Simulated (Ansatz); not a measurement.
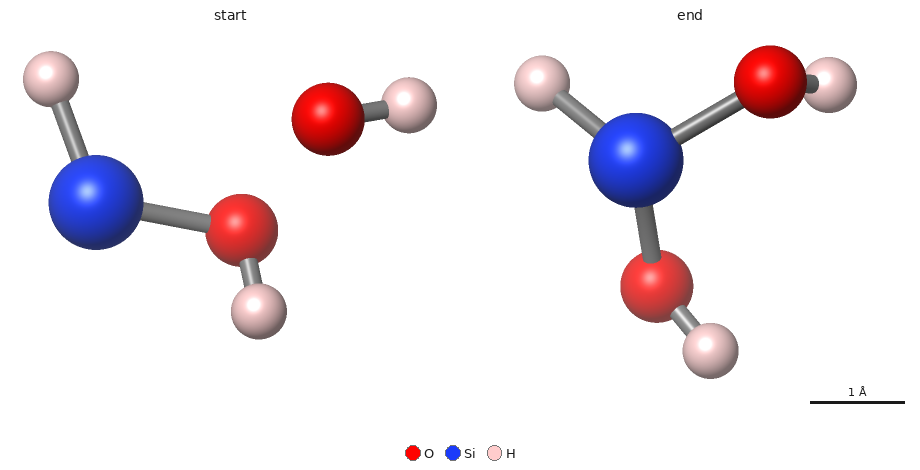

The structure of SiH₃O₂ (multiplicity 2) before (left) and after (right) a relaxation, at one scale.

Style: ball-and-stick. Shown face on.

It is one of the separated reactants of a reaction.

The calculation used UKS PBE-D4/def2-SVP in Ansatz 0.2.0.

Input
```yaml
crystal:
  periodic: [false, false, false]
  atoms:
    - {symbol: O, position_ang: [-1.186192, -0.443353, -0.202504]}
    - {symbol: Si, position_ang: [1.071045, 0.255000, 1.010865]}
    - {symbol: O, position_ang: [0.358939, 0.083273, -0.457085]}
    - {symbol: H, position_ang: [-1.625271, -0.879016, -0.934745]}
    - {symbol: H, position_ang: [0.381535, 0.975311, -0.837424]}
    - {symbol: H, position_ang: [0.947620, -0.825973, 1.923370]}
basis:
  gaussian: {orbitals: def2-SVP}
magnetization: {spin_polarized: true, initial_magnetization: 1}
hamiltonian: {xc: pbe, dispersion: d4}
relax: {f_tol: 0.03, max_steps: 250}
```

Run as
```bash
ansatz run in.yaml --threads 2 --pin off --events-out ev --progress --plain --max-ram 4352MiB
```

**Describe what moved and what it gained.**

After 14 geometry steps the energy has fallen by 5.800 eV. Largest force component: 4.6 eV/Å at the start, 0.022 eV/Å at the end. Si2 moves most after the best rigid fit: 1.03 Å. By element the largest moves are Si 1.03 Å, O 0.80 Å, H 0.50 Å. Some distances before and after: O1–O3 1.652 → 2.795 Å, O1–Si2 2.656 → 1.685 Å, Si2–H6 1.420 → 1.516 Å, Si2–O3 1.641 → 1.689 Å. New bonds form: O1–Si2 (2.66 → 1.69 Å). Among the angles between lasting bonds that change: O3–Si2–H6 117.2° → 102.7°, Si2–O3–H5 104.2° → 115.1°. Cost: 20 s on 2 threads of Intel Xeon Platinum 8375C @ 2.90GHz, on a shared host.
